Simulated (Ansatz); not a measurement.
**Geometry relaxation of HfH2OF4 (part 1 of 2)**

- system: HfH2OF4
- method: RKS PBE/def2-SVP (Ansatz 0.2.0)

It belongs to a series of runs on one base structure; here: end point A relaxed. Figures and captions count atoms from 1; the log counts them from 0 in places.

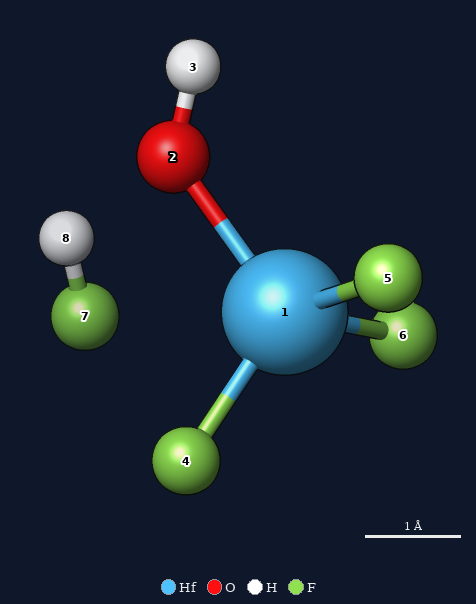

**Figure 1.** The input geometry (ball-and-stick view, seen at a tilt; atoms are numbered from 1 in the order of the input). Sticks mark near contacts.

Input file:
```yaml
crystal:
  periodic: [false, false, false]
  atoms:
    - { symbol: Hf, position_ang: [-0.110631, 0.0983, -0.047415] }
    - { symbol: O, position_ang: [-0.132595, -0.045109, 1.979024] }
    - { symbol: H, position_ang: [-0.851018, 0.130347, 2.614456] }
    - { symbol: F, position_ang: [1.667739, 0.337162, -0.727965] }
    - { symbol: F, position_ang: [-1.110425, 1.665037, -0.500815] }
    - { symbol: F, position_ang: [-1.063779, -1.344717, -0.878092] }
    - { symbol: F, position_ang: [1.475684, -2.285473, 1.310527] }
    - { symbol: H, position_ang: [1.177424, -1.813247, 2.05988] }
basis:
  gaussian: { orbitals: def2-SVP }
hamiltonian:
  xc: pbe
relax:
  f_tol: 0.03
  max_steps: 50
output:
  orbitals: {}
```

Command:
```bash
ansatz run input.yaml --threads 2 --pin off --max-ram 3072MiB --backend cpu --events-out ev --progress --plain --runs-dir out
```

The program's output:
```
The last accepted step is kept in [file] (removed where the run ends without a failure and the disk answers)
Engine: ansatz 0.2.0, aarch64-unknown-linux-gnu
Functional definition: PBE
  parameter kappa = 0.804
  parameter beta = 0.06672455060314922
  exchange = pbe_x(kappa = kappa, mu = beta*pi^2/3)
  correlation = pbe_c(beta = beta)
1165 factors; their error is unknown
mean field evaluation 1: about -14228.5386 eV, gradient 8.7e1 eV
mean field evaluation 2: about -14104.6440 eV, gradient 2.6e2 eV
mean field evaluation 4: about -14240.1060 eV, gradient 2.2e1 eV
mean field evaluation 8: about -14240.9392 eV, gradient 1.3e-1 eV
mean field evaluation 16: about -14240.8490 eV, gradient 4.5e-4 eV
mean field -14240.84904227 eV, -523.3415495094 hartree, gradient 4.5e-5 eV, S^2 0.000000; 0 other end points of the search recorded, 0 dependent functions left out
the calculation of the forces begins
reference -14240.84911943 eV, -523.3415523447 hartree; 29, 29 occupied and 83, 83 virtual orbitals, 1165 factors
relax step   1: F+E_penalty+E_count = -14240.84904227 eV  Δ(F+E_penalty+E_count) = +0.000e0 eV  max|allowed force component| = 1.325e0 eV/Å  Δτ_max = 0.0000 Å  (29 SCF iters, accepted)
these checks for a lower state are left out or cut short: starts, cluster_reference, orbital_swaps, neighbouring_geometries, increment
1165 factors; their error is unknown
mean field -14241.01522659 eV, -523.3476566703 hartree, gradient 6.0e-6 eV, S^2 0.000000; 0 other end points of the search recorded, 0 dependent functions left out
[... from here on the field's lines of each further geometry are left out, up to the last ...]
relax step   2: F+E_penalty+E_count = -14241.01522659 eV  Δ(F+E_penalty+E_count) = -1.662e-1 eV  max|allowed force component| = 4.114e-1 eV/Å  Δτ_max = 0.1964 Å  (35 SCF iters, accepted)
relax step   3: F+E_penalty+E_count = -14241.16757002 eV  Δ(F+E_penalty+E_count) = -1.523e-1 eV  max|allowed force component| = 1.124e0 eV/Å  Δτ_max = 0.1956 Å  (36 SCF iters, accepted)
relax step   4: F+E_penalty+E_count = -14241.24731385 eV  Δ(F+E_penalty+E_count) = -7.974e-2 eV  max|allowed force component| = 7.255e-1 eV/Å  Δτ_max = 0.1901 Å  (35 SCF iters, accepted)
relax step   5: F+E_penalty+E_count = -14241.31541419 eV  Δ(F+E_penalty+E_count) = -6.810e-2 eV  max|allowed force component| = 5.237e-1 eV/Å  Δτ_max = 0.0904 Å  (36 SCF iters, accepted)
relax step   6: F+E_penalty+E_count = -14241.29245548 eV  Δ(F+E_penalty+E_count) = +2.296e-2 eV  max|allowed force component| = 1.251e0 eV/Å  Δτ_max = 0.1314 Å  (35 SCF iters, rejected (line search))
relax step   7: F+E_penalty+E_count = -14241.34053720 eV  Δ(F+E_penalty+E_count) = -2.512e-2 eV  max|allowed force component| = 1.215e-1 eV/Å  Δτ_max = 0.0632 Å  (31 SCF iters, accepted)
relax step   8: F+E_penalty+E_count = -14241.35424522 eV  Δ(F+E_penalty+E_count) = -1.371e-2 eV  max|allowed force component| = 2.754e-1 eV/Å  Δτ_max = 0.0926 Å  (36 SCF iters, accepted)
relax step   9: F+E_penalty+E_count = -14241.36495704 eV  Δ(F+E_penalty+E_count) = -1.071e-2 eV  max|allowed force component| = 1.482e-1 eV/Å  Δτ_max = 0.0505 Å  (30 SCF iters, accepted)
relax step  10: F+E_penalty+E_count = -14241.39275968 eV  Δ(F+E_penalty+E_count) = -2.780e-2 eV  max|allowed force component| = 3.953e-1 eV/Å  Δτ_max = 0.1064 Å  (35 SCF iters, accepted)
relax step  11: F+E_penalty+E_count = -14241.42428188 eV  Δ(F+E_penalty+E_count) = -3.152e-2 eV  max|allowed force component| = 3.626e-1 eV/Å  Δτ_max = 0.0508 Å  (31 SCF iters, accepted)
relax step  12: F+E_penalty+E_count = -14241.48683843 eV  Δ(F+E_penalty+E_count) = -6.256e-2 eV  max|allowed force component| = 5.834e-1 eV/Å  Δτ_max = 0.0925 Å  (35 SCF iters, accepted)
relax step  13: F+E_penalty+E_count = -14241.58220093 eV  Δ(F+E_penalty+E_count) = -9.536e-2 eV  max|allowed force component| = 6.667e-1 eV/Å  Δτ_max = 0.1070 Å  (36 SCF iters, accepted)
relax step  14: F+E_penalty+E_count = -14241.72189530 eV  Δ(F+E_penalty+E_count) = -1.397e-1 eV  max|allowed force component| = 1.790e0 eV/Å  Δτ_max = 0.1951 Å  (34 SCF iters, accepted)
relax step  15: F+E_penalty+E_count = -14241.82606978 eV  Δ(F+E_penalty+E_count) = -1.042e-1 eV  max|allowed force component| = 6.718e-1 eV/Å  Δτ_max = 0.1156 Å  (35 SCF iters, accepted)
relax step  16: F+E_penalty+E_count = -14241.86463777 eV  Δ(F+E_penalty+E_count) = -3.857e-2 eV  max|allowed force component| = 1.204e0 eV/Å  Δτ_max = 0.1908 Å  (34 SCF iters, accepted)
relax step  17: F+E_penalty+E_count = -14241.92783484 eV  Δ(F+E_penalty+E_count) = -6.320e-2 eV  max|allowed force component| = 8.830e-1 eV/Å  Δτ_max = 0.2000 Å  (34 SCF iters, accepted)
relax step  18: F+E_penalty+E_count = -14241.96850455 eV  Δ(F+E_penalty+E_count) = -4.067e-2 eV  max|allowed force component| = 1.218e-1 eV/Å  Δτ_max = 0.1994 Å  (34 SCF iters, accepted)
relax step  19: F+E_penalty+E_count = -14241.95671149 eV  Δ(F+E_penalty+E_count) = +1.179e-2 eV  max|allowed force component| = 9.320e-1 eV/Å  Δτ_max = 0.1951 Å  (34 SCF iters, rejected (line search))
relax step  20: F+E_penalty+E_count = -14241.98290600 eV  Δ(F+E_penalty+E_count) = -1.440e-2 eV  max|allowed force component| = 1.896e-1 eV/Å  Δτ_max = 0.0945 Å  (29 SCF iters, accepted)
relax step  21: F+E_penalty+E_count = -14241.99940504 eV  Δ(F+E_penalty+E_count) = -1.650e-2 eV  max|allowed force component| = 3.423e-1 eV/Å  Δτ_max = 0.0969 Å  (36 SCF iters, accepted)
relax step  22: F+E_penalty+E_count = -14242.02928148 eV  Δ(F+E_penalty+E_count) = -2.988e-2 eV  max|allowed force component| = 4.203e-1 eV/Å  Δτ_max = 0.1465 Å  (34 SCF iters, accepted)
relax step  23: F+E_penalty+E_count = -14242.05694805 eV  Δ(F+E_penalty+E_count) = -2.767e-2 eV  max|allowed force component| = 3.789e-1 eV/Å  Δτ_max = 0.1941 Å  (35 SCF iters, accepted)
relax step  24: F+E_penalty+E_count = -14242.03376592 eV  Δ(F+E_penalty+E_count) = +2.318e-2 eV  max|allowed force component| = 7.681e-1 eV/Å  Δτ_max = 0.1965 Å  (34 SCF iters, rejected (line search))
relax step  25: F+E_penalty+E_count = -14242.07954267 eV  Δ(F+E_penalty+E_count) = -2.259e-2 eV  max|allowed force component| = 2.065e-1 eV/Å  Δτ_max = 0.0950 Å  (35 SCF iters, accepted)
relax step  26: F+E_penalty+E_count = -14242.08450038 eV  Δ(F+E_penalty+E_count) = -4.958e-3 eV  max|allowed force component| = 8.130e-2 eV/Å  Δτ_max = 0.0552 Å  (30 SCF iters, accepted)
the calculation of the forces begins
reference -14242.08507218 eV, -523.3869727707 hartree; 29, 29 occupied and 83, 83 virtual orbitals, 1165 factors
relax step  27: F+E_penalty+E_count = -14242.08499678 eV  Δ(F+E_penalty+E_count) = -4.964e-4 eV  max|allowed force component| = 7.982e-3 eV/Å  Δτ_max = 0.0166 Å  (30 SCF iters, accepted)
1165 factors; their error is unknown
mean field evaluation 224: about -14242.1726 eV, gradient 7.9e-5 eV
```

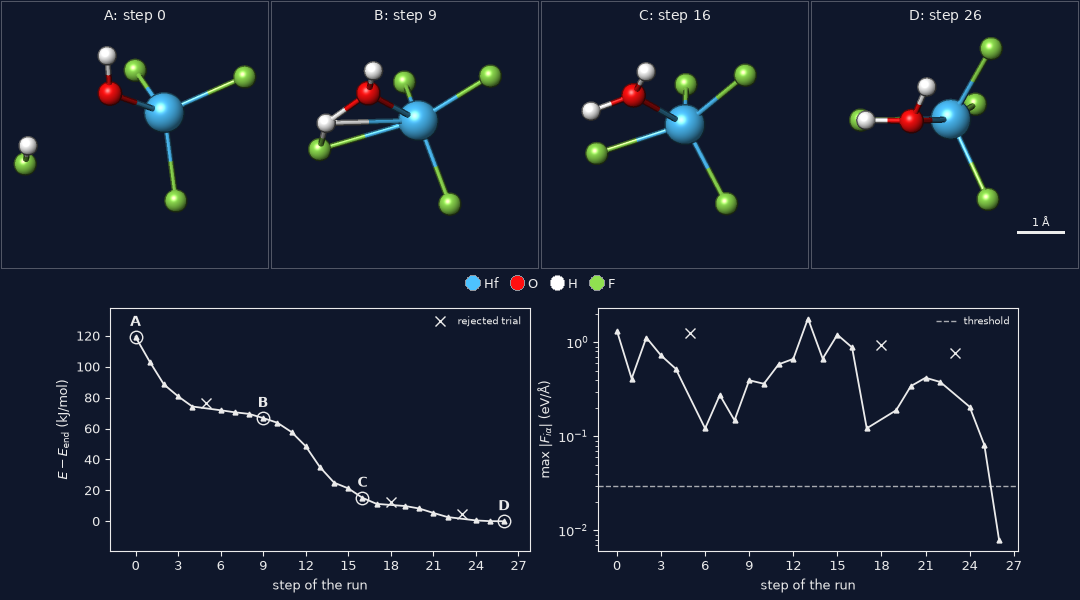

**Figure 2.** Frames of the relaxation (ball-and-stick view, seen at a tilt) above the curves, on which the letters mark them (the first geometry is step 0 here and step 1 in the log).

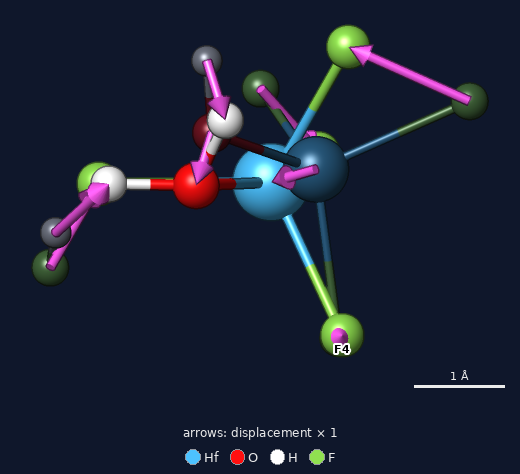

**Figure 3.** Start (faint) and end (solid) with the displacements as pink arrows, at true length (ball-and-stick view, seen at a tilt). The two geometries are laid on each other by the best rigid fit. The atom that moves furthest after the best rigid fit is F5 (1.49 Å). Largest moves by element: F 1.49 Å, H 1.28 Å, Hf 0.66 Å, O 0.65 Å. Among the contacts that change: F7–H8 0.935 → 2.511 Å, Hf1–F7 3.169 → 1.941 Å, O2–H8 2.202 → 0.977 Å, Hf1–O2 2.032 → 2.379 Å. New bonds form: Hf1–F7 (3.17 → 1.94 Å), O2–H8 (2.20 → 0.98 Å). Bonds break: F7–H8 (0.93 → 2.51 Å). Among the angles that change: O2–Hf1–F6 111.9° → 170.2°, O2–Hf1–F5 106.8° → 75.9°, O2–Hf1–F4 111.9° → 87.2°. Over 26 geometry steps the energy falls by 119.3 kJ/mol. Largest force component: 1.3 eV/Å at the start, 0.008 eV/Å at the end. The line search rejected the trial steps at points 5, 18, 23 (counted from 0) and went back. (Atoms are counted from 1 in the order of the input.)

```
mean field -14242.08499678 eV, -523.3869699997 hartree, gradient 6.5e-6 eV, S^2 0.000000; 1 other end points of the search recorded, 0 dependent functions left out
the calculation of the forces begins
reference -14242.08507218 eV, -523.3869727707 hartree; 29, 29 occupied and 83, 83 virtual orbitals, 1165 factors
Total energy: -14242.08507218 eV, -523.3869727707 hartree
Atom 0 at     0.105846    -0.555543    -0.154264 Å, force     0.001649     0.001296    -0.001961 eV/Å
Atom 1 at     0.436686     0.009561     2.133216 Å, force    -0.001692     0.000091     0.005591 eV/Å
Atom 2 at    -0.294169     0.525302     2.525961 Å, force     0.000075     0.004604     0.000388 eV/Å
Atom 3 at     1.687936     0.469883    -0.538891 Å, force    -0.000910    -0.000075     0.001965 eV/Å
Atom 4 at    -1.463058     0.491392     0.306216 Å, force    -0.001415    -0.000828     0.000520 eV/Å
Atom 5 at    -0.425186    -1.175429    -1.893682 Å, force    -0.000509    -0.002250    -0.007982 eV/Å
Atom 6 at     0.421326    -2.263508     0.713272 Å, force    -0.001940    -0.001021     0.000520 eV/Å
Atom 7 at     0.583018    -0.759357     2.717771 Å, force     0.004740    -0.001817     0.000957 eV/Å
Dipole moment:    -0.057239     0.112635     1.023584 e Å
```

Trajectory as extended XYZ (Å, eV, eV/Å), 27 frames, from step=1 to step=27:
```
8
Properties=species:S:1:pos:R:3:forces:R:3 step=1 energy=-14240.84904
Hf   -0.1106    0.0983   -0.0474    0.1587  -0.3561   1.3249
O    -0.1326   -0.0451    1.9790    0.0094  -0.0842  -1.0973
H    -0.8510    0.1303    2.6145    0.1324  -0.0018  -0.0613
F     1.6677    0.3372   -0.7280    0.0136   0.0119  -0.0024
F    -1.1104    1.6650   -0.5008   -0.0104   0.0019   0.0002
F    -1.0638   -1.3447   -0.8781    0.0076  -0.0005  -0.0060
F     1.4757   -2.2855    1.3105   -0.0348   0.0505  -0.4572
H     1.1774   -1.8132    2.0599   -0.2765   0.3784   0.2991
8
Properties=species:S:1:pos:R:3:forces:R:3 step=2 energy=-14241.01523
Hf   -0.0775    0.0420    0.0017    0.2938  -0.3347  -0.1936
O    -0.1073   -0.1064    1.9653   -0.2287  -0.0077   0.4114
H    -0.8084    0.1211    2.6041    0.1821  -0.0067  -0.0089
F     1.6882    0.3128   -0.7012    0.0847   0.0439  -0.0109
F    -1.0794    1.6102   -0.4592   -0.0050  -0.0045   0.0854
F    -1.0436   -1.3744   -0.8597   -0.0480  -0.0765  -0.0100
F     1.3808   -2.1351    1.2271   -0.0747   0.1416  -0.2637
H     1.0997   -1.7279    2.0314   -0.2042   0.2446  -0.0097
8
Properties=species:S:1:pos:R:3:forces:R:3 step=3 energy=-14241.16757
Hf   -0.0226   -0.0410    0.0446    0.1392  -0.1493  -1.1241
O    -0.1080   -0.1406    2.0040   -0.1563  -0.0355   0.6642
H    -0.7906    0.1436    2.6358    0.1010   0.0178   0.0745
F     1.7440    0.2904   -0.6803   -0.3311  -0.0092   0.1493
F    -1.0424    1.5464   -0.4021    0.2907  -0.4508   0.2152
F    -1.0273   -1.4405   -0.8451    0.2217   0.2930   0.2211
F     1.3038   -1.9939    1.1159   -0.0428   0.1052  -0.3327
H     0.9955   -1.6221    1.9369   -0.2223   0.2288   0.1325
8
Properties=species:S:1:pos:R:3:forces:R:3 step=4 energy=-14241.24731
Hf    0.0380   -0.1339    0.0515    0.0292   0.2091  -0.1858
O    -0.1105   -0.1740    2.0349   -0.1938  -0.0432   0.7255
H    -0.7638    0.1726    2.6710    0.2205  -0.0647  -0.0975
F     1.7548    0.2911   -0.6704    0.4363   0.1329  -0.2602
F    -0.9744    1.4333   -0.3251   -0.2895   0.4450  -0.0635
F    -0.9920   -1.4693   -0.8307   -0.2958  -0.4579  -0.3468
F     1.2207   -1.8540    1.0176    0.4081  -0.5391  -0.1898
H     0.8797   -1.5234    1.8608   -0.3148   0.3179   0.4181
8
Properties=species:S:1:pos:R:3:forces:R:3 step=5 energy=-14241.31541
Hf    0.0415   -0.1368    0.0298    0.0856   0.0055  -0.2781
O    -0.0973   -0.2036    2.0386    0.3492  -0.3215  -0.2530
H    -0.6907    0.1781    2.6857   -0.3941   0.2989   0.5237
F     1.7562    0.3269   -0.7185   -0.0963  -0.0220   0.0030
F    -1.0032    1.4407   -0.2962    0.0072  -0.0336   0.0399
F    -0.9620   -1.4902   -0.9002    0.0529   0.0515  -0.0087
F     1.2075   -1.8804    1.0795    0.1499  -0.2255  -0.1432
H     0.8003   -1.4925    1.8909   -0.1545   0.2467   0.1164
8
Properties=species:S:1:pos:R:3:forces:R:3 step=6 energy=-14241.29246 accepted=F
Hf    0.0606   -0.1639    0.0049   -0.0143  -0.1395  -0.3656
O    -0.0881   -0.2421    2.0430   -0.9782   0.8856   1.1970
H    -0.6320    0.2284    2.7547    1.0028  -0.8467  -1.2514
F     1.7493    0.3611   -0.7853   -0.3855  -0.1230   0.2117
F    -1.0302    1.4139   -0.2339    0.2468  -0.3746   0.0604
F    -0.9020   -1.5022   -1.0166    0.2532   0.3920   0.2761
F     1.1616   -1.9330    1.1325   -0.1006   0.2550  -0.0864
H     0.7332   -1.4198    1.9103   -0.0241  -0.0487  -0.0417
8
Properties=species:S:1:pos:R:3:forces:R:3 step=7 energy=-14241.34054
Hf    0.0541   -0.1527    0.0192    0.0277  -0.0472  -0.1215
O    -0.0929   -0.2192    2.0458   -0.0436  -0.0268   0.0509
H    -0.6737    0.1829    2.7130    0.0778  -0.0317   0.0021
F     1.7532    0.3311   -0.7449   -0.0737  -0.0157   0.0037
F    -1.0041    1.4243   -0.2700    0.0397  -0.0703   0.0356
F    -0.9438   -1.4899   -0.9381    0.0609   0.0715   0.0051
F     1.1965   -1.8927    1.0952   -0.0567   0.0598   0.0350
H     0.7630   -1.4415    1.8894   -0.0321   0.0605  -0.0109
8
Properties=species:S:1:pos:R:3:forces:R:3 step=8 energy=-14241.35425
Hf    0.0688   -0.1842    0.0061    0.0203  -0.0724  -0.1081
O    -0.0911   -0.2451    2.0529   -0.2340   0.2355   0.1772
H    -0.6157    0.2014    2.7442    0.1909  -0.1480  -0.1727
F     1.7404    0.3466   -0.7844   -0.0852  -0.0324   0.0508
F    -1.0106    1.3887   -0.2227    0.0548  -0.0894   0.0311
F    -0.9042   -1.4871   -1.0218    0.0675   0.0876   0.0630
F     1.1546   -1.8947    1.1298    0.0914  -0.0487  -0.2754
H     0.7102   -1.3834    1.9057   -0.1058   0.0677   0.2341
8
Properties=species:S:1:pos:R:3:forces:R:3 step=9 energy=-14241.36496
Hf    0.0766   -0.2073   -0.0009    0.0740  -0.0787  -0.0698
O    -0.0988   -0.2504    2.0579   -0.1151   0.0965   0.0843
H    -0.5802    0.2230    2.7606    0.1406  -0.1482  -0.1245
F     1.7359    0.3476   -0.7941   -0.0506  -0.0050   0.0291
F    -1.0136    1.3611   -0.1871    0.0123  -0.0204   0.0020
F    -0.8795   -1.4889   -1.0658    0.0200   0.0429   0.0415
F     1.1393   -1.8868    1.1238   -0.0526   0.0684  -0.0901
H     0.6727   -1.3562    1.9151   -0.0287   0.0445   0.1275
```
